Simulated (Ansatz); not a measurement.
**PF3 (SMILES FP(F)F) at PBE0/STO-3G**

What is the vertical electron affinity of PF3 at PBE0/STO-3G? 

Program for the calculation: Ansatz 0.2.0.

42 further runs of the same task are left out: 7 that didn't finish, 35 set aside as unsound or not needed.

### Step 1. The structure to begin with

PF3: 4 atoms, total charge 0, spin state singlet. SMILES: `FP(F)F`. The shape is that of a GFN2-xTB optimisation.

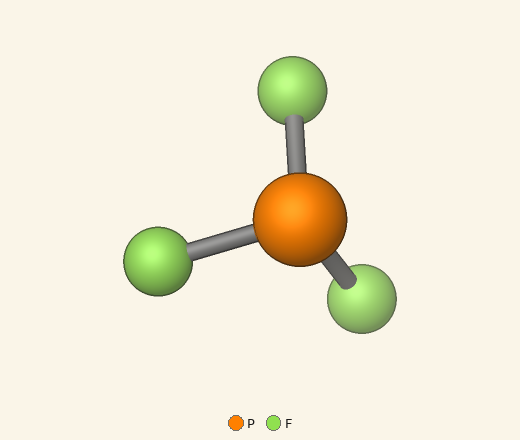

Viewed from a chosen angle; phosphorus orange, fluorine green.

### Step 2. A single-point energy at PBE0/STO-3G

The input, job.yaml:

```yaml
crystal:
  periodic: [false, false, false]
  atoms:
    - {symbol: P, position_ang: [-0.004630, 0.005090, 0.642290]}
    - {symbol: F, position_ang: [1.349610, -0.029560, -0.203150]}
    - {symbol: F, position_ang: [-0.648490, 1.180250, -0.228190]}
    - {symbol: F, position_ang: [-0.696500, -1.155780, -0.210950]}
basis:
  gaussian:
    orbitals: STO-3G
hamiltonian:
  xc: {name: PBE0}
accuracy: high
```

On the command line:

```
$ ansatz run job.yaml --threads 1 --pin off --max-ram 2610MiB --events-out events.jsonl --progress --plain --runs-dir runs
```

The program printed:

```text
Warning: RAYON_NUM_THREADS=1 ignored (pool sized by the plan → 1); use --threads N
Functional definition: PBE0
  name "PBE0"
  parameter a = 0.25
  parameter kappa = 0.804
  parameter beta = 0.06672455060314922
  exchange = (1 - a)*pbe_x(kappa = kappa, mu = beta*pi^2/3) + a*exact_x
  correlation = pbe_c(beta = beta)
463 factors; integrals over basis functions are off by at most 4.2e-8 eV
mean field evaluation 1: about -17202.8255 eV, gradient 2.6e1 eV
mean field evaluation 2: about -17203.3372 eV, gradient 2.6e1 eV
mean field evaluation 4: about -17205.6156 eV, gradient 1.7e-1 eV
mean field evaluation 8: about -17205.6438 eV, gradient 1.1e-3 eV
mean field evaluation 16: about -17205.6438 eV, gradient 1.9e-8 eV
mean field -17205.64383593 eV, -632.2957485661 hartree, gradient 1.9e-8 eV, S^2 0.000000; 0 other end points of the search recorded, 0 dependent functions left out
reference -17205.64383666 eV, -632.2957485929 hartree; 21, 21 occupied and 3, 3 virtual orbitals, 463 factors
Total energy: -17205.64383666 eV, -632.2957485929 hartree
```

Wall time 0.46 s (1 thread of AMD EPYC 9R45 (Zen 5), shared host).

### Step 3. The doublet anion

Changes to job.yaml since step 2:

```diff
@@ -10,4 +10,8 @@
     orbitals: STO-3G
+total_charge: -1
+magnetization:
+  spin_polarized: true
+  initial_magnetization: 1
 hamiltonian:
-  xc: {name: PBE0}
+  xc: pbe0
 accuracy: high
```

On the command line:

```
$ ansatz run job.yaml --threads 1 --pin off --max-ram 2610MiB --events-out events.jsonl --progress --plain --runs-dir runs
```

The program printed:

```text
Warning: RAYON_NUM_THREADS=1 ignored (pool sized by the plan → 1); use --threads N
Functional definition: PBE0
  name "PBE0"
  parameter a = 0.25
  parameter kappa = 0.804
  parameter beta = 0.06672455060314922
  exchange = (1 - a)*pbe_x(kappa = kappa, mu = beta*pi^2/3) + a*exact_x
  correlation = pbe_c(beta = beta)
463 factors; integrals over basis functions are off by at most 4.2e-8 eV
mean field evaluation 1: about -17194.9160 eV, gradient 7.9e0 eV
mean field evaluation 2: about -17195.2936 eV, gradient 4.6e0 eV
mean field evaluation 4: about -17195.4581 eV, gradient 3.8e-1 eV
mean field evaluation 8: about -17195.5123 eV, gradient 9.1e-3 eV
mean field evaluation 16: about -17195.5123 eV, gradient 1.6e-5 eV
mean field evaluation 32: about -17195.5163 eV, gradient 4.6e-2 eV
mean field -17195.51229197 eV, -631.9234211931 hartree, gradient 1.5e-8 eV, S^2 0.752640; 2 other end points of the search recorded, 0 dependent functions left out
reference -17195.51229272 eV, -631.9234212205 hartree; 22, 21 occupied and 2, 3 virtual orbitals, 463 factors
Total energy: -17195.51229272 eV, -631.9234212205 hartree
```

Run time: 2.7 s. Hardware: 1 thread of AMD EPYC 9R45 (Zen 5), shared host; peak memory 0.16 GiB.

### Step 4. Summary of results

At PBE0/STO-3G:

| quantity | value |
| --- | --- |
| singlet PF3: total energy | -632.29575 Eh |
| doublet anion: total energy | -631.92342 Eh |
| doublet anion: ⟨S²⟩ | 0.753 |
| vertical electron affinity (to the doublet anion) | -10.132 eV |

In words: The anion lies 10.13 eV (978 kJ/mol) above the neutral: the electron isn't bound at this level, and such a value depends on the basis. Without diffuse functions anions come out too high. In a minimal basis such a difference can be off by several eV, whatever the method.
